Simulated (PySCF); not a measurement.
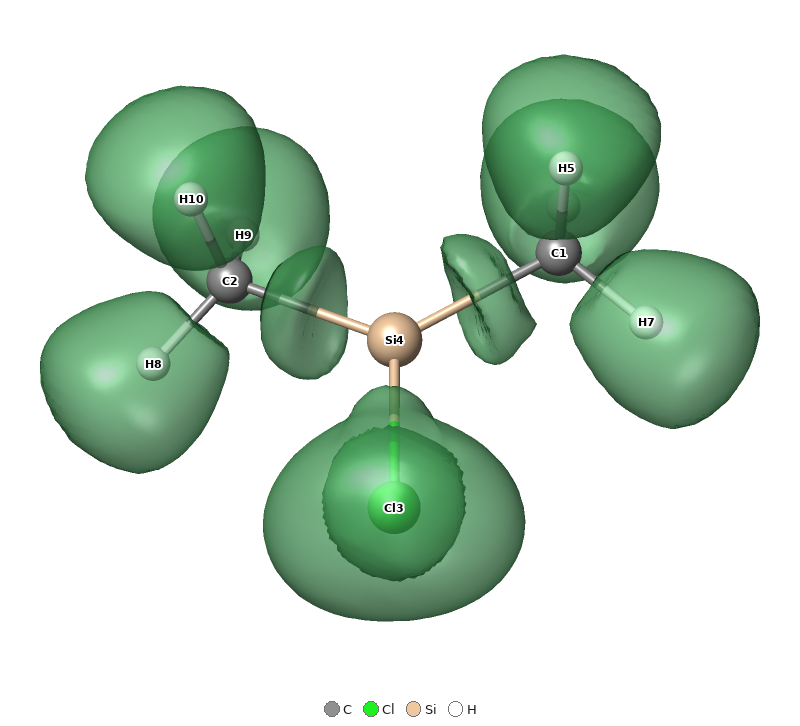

*C$_{2}$H$_{6}$ClSi (SMILES C[Si+](C)Cl) (charge +1). Isosurface of the ELF at 0.8 (green), seen at a tilt. Only the valence region is drawn (cores and ρ < 0.01 e/Å³ removed).*

Geometry: B3LYP-D3(BJ)/def2-SVP.

These are results of Gaussian-basis quantum chemistry of an isolated molecule with PySCF, energy and nuclear gradient, functional PBE0 in PySCF, not measurements.

Input

```
from pyscf import gto, dft

mol = gto.M(
    atom=[
    ('C', (-0.002884, 1.773138, 0.604156)),
    ('C', (-2.560432, 0.213307, 1.849353)),
    ('Cl', (0.352468, -1.280264, 1.733602)),
    ('Si', (-0.802245, 0.306854, 1.351624)),
    ('H', (0.259426, 2.471354, 1.423401)),
    ('H', (-0.702180, 2.296977, -0.068213)),
    ('H', (0.922689, 1.506134, 0.072221)),
    ('H', (-2.902664, -0.828048, 1.945578)),
    ('H', (-3.195100, 0.768539, 1.139015)),
    ('H', (-2.659806, 0.702520, 2.838420)),
],
    charge=1,
    basis='def2-tzvpd',
    spin=0,
    verbose=3,
    max_memory=3720,
)

myscf = dft.RKS(mol)
myscf.xc = 'pbe0'
myscf = myscf.density_fit(auxbasis='def2-universal-jkfit')
myscf.grids.level = 3
myscf.conv_tol = 1e-09
myscf.max_cycle = 100
myscf.kernel()
if not myscf.converged:
    myscf = myscf.newton().run(myscf.mo_coeff, myscf.mo_occ)

e_tot = myscf.e_tot
print('E(%s) = %.9f' % ('PBE0', e_tot))
grad = myscf.nuc_grad_method().kernel()
myscf.analyze()
```

Run with:

```sh
OMP_NUM_THREADS=2 python job.py
```

Q: Identify the bonds, lone pairs and shells in this picture.

A: The surface consists of two regions between bonded C–Si atoms (shared pairs), six regions around hydrogen nuclei and one region on Cl in which the atom's valence shell and bonds are merged. Along the contacts the grid gives the following. C–Si (1.83 Å): the ELF peaks at about 0.95 between the atoms; localised, covalent bonding. Si–Cl (2.00 Å): the ELF peaks at about 0.85 between the atoms (a polar covalent bond).
